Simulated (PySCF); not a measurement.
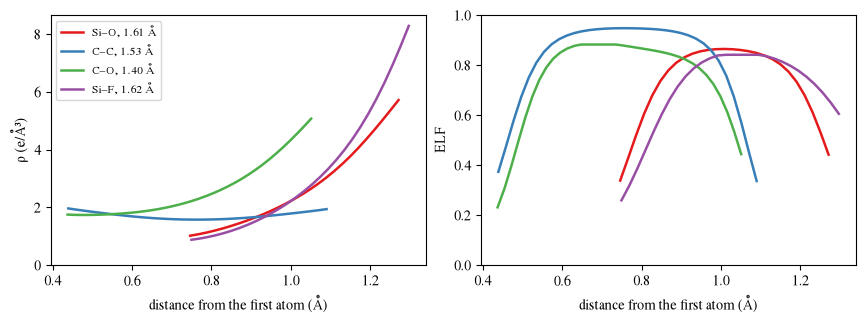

Figure. C$_{3}$H$_{11}$FOSi$_{2}$. Total electron density and electron localisation function along straight lines between neighbouring atoms. The curves leave out the atomic cores.

Geometry: GFN2-xTB.

All numbers below come from PySCF, PBE0/pcSseg-1, SCF density, gas phase, non-relativistic.

```
atom    x (Å)    y (Å)    z (Å)
   C   3.4577  -0.2074   0.0850
   O   2.1532  -0.6133  -0.2254
  Si   0.7514  -0.0005   0.2874
   F   0.7979   1.6027   0.0553
   C  -0.5400  -0.8142  -0.8202
   C  -1.9777  -0.6707  -0.3191
  Si  -2.6464   1.1101  -0.3332
   H   3.5574   0.8753  -0.0035
   H   4.1355  -0.6954  -0.6156
   H   3.7142  -0.5036   1.1041
   H   0.5553  -0.0970   1.7278
   H  -0.4710  -0.3928  -1.8260
   H  -0.2999  -1.8757  -0.9191
   H  -2.6286  -1.2929  -0.9397
   H  -2.0471  -1.0780   0.6917
   H  -4.0747   1.0532  -0.0030
   H  -2.4883   1.6750  -1.6756
   H  -1.9576   1.9314   0.6586
```

**What can be read from the curves?**

Si–O (1.61 Å): the density is about 1.2 e/Å³ at the midpoint; the ELF peaks at about 0.85 between the atoms; a polar covalent bond.
C–C (1.53 Å): ρ at the midpoint is about 1.6 e/Å³; the ELF peaks at about 0.95 between the atoms: localised, covalent bonding.
C–O (1.40 Å): the density is about 2 e/Å³ at the midpoint, with its minimum of 1.7 e/Å³ about 0.5 Å from C; the ELF peaks at about 0.90 between the atoms (a shared but strongly polarised pair).
Si–F (1.62 Å): ρ at the midpoint is about 1 e/Å³; the ELF peaks at about 0.85 in the valence shell of F, 0.6 Å from its nucleus, and is about 0.45 at the midpoint.
